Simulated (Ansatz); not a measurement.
As₂RhAu₃

The calculation's input:

```
crystal:
  lattice:
    - [3.8169789635, 0.0, 0.0]
    - [-1.9084894818, 3.3056007481, 0.0]
    - [0.0, 0.0, 8.7163433887]
  atoms:
    - { symbol: As, position: [0.3333333333, 0.6666666667, 0.678035724] }
    - { symbol: As, position: [0.6666666667, 0.3333333333, 0.321964276] }
    - { symbol: Rh, position: [0.0, 0.0, 0.0] }
    - { symbol: Au, position: [0.3333333333, 0.6666666667, 0.1626583031] }
    - { symbol: Au, position: [0.6666666667, 0.3333333333, 0.8373416969] }
    - { symbol: Au, position: [0.0, 0.0, 0.5] }
kpoints:
  mp_grid: { grid: [12, 12, 4] }
hamiltonian:
  xc: r2scan
  dispersion: rvv10
scf:
  occupations: { method: fermi_dirac, width: 0.03 }
relax:
  f_tol: 0.01
  cell: {}
  max_steps: 120
output:
  write_density: true
  write_potential: true
  elf: true
  volumetric_format: npy
```

Launched as:

```sh
ansatz run input.yaml --threads 2 --pin off --max-ram 2211MiB --backend cpu --events-out ev --progress --plain --runs-dir out
```

Below, planes, directions and counts refer to the conventional cell (a = 4.00 Å, b = 4.00 Å, c = 7.93 Å, α = 90.00°, β = 90.00°, γ = 120.00°).

The fields are those of the run's last geometry, not of the input's.

Space group P-3m1; a structure from a database of computed crystals, not necessarily the ambient phase; started from the K2NaCl3-164 prototype, which need not be the ambient phase; computed without spin polarisation.

These are results of DFT, r2SCAN+rVV10, plane waves, PAW in Ansatz 0.2.0, not measurements.

Predict the valence pseudo-density and electron localisation function between the atoms.

As–Au (2.62 Å): ρ is about 0.43 e/Å³ halfway; the ELF is about 0.40 at the midpoint and 0.30 at its lowest between the atoms.
Rh–Au (2.64 Å): the density is about 0.41 e/Å³ at the midpoint; the ELF is about 0.30 at the midpoint: no shared electron pair shows on this line.
As–Au (2.73 Å): ρ at the midpoint is about 0.36 e/Å³; the ELF is about 0.35 at the midpoint.

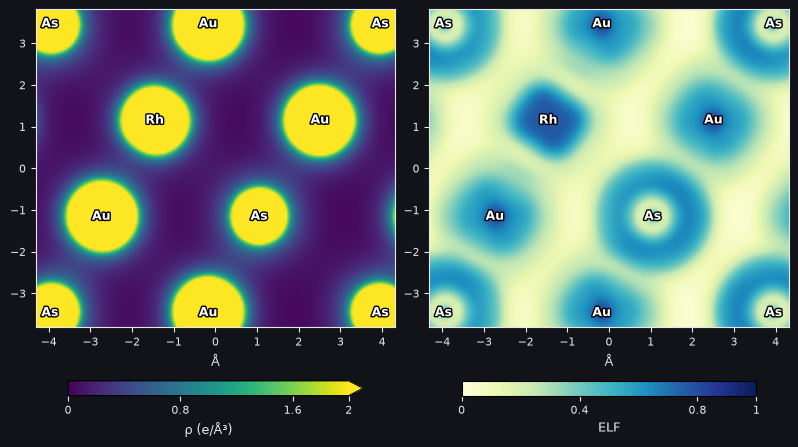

Computed valence pseudo-density and electron localisation function on the (110) plane of the conventional cell, in this order. 

The density is the valence pseudo-density of a PAW calculation; it isn't the true density close to the nuclei.
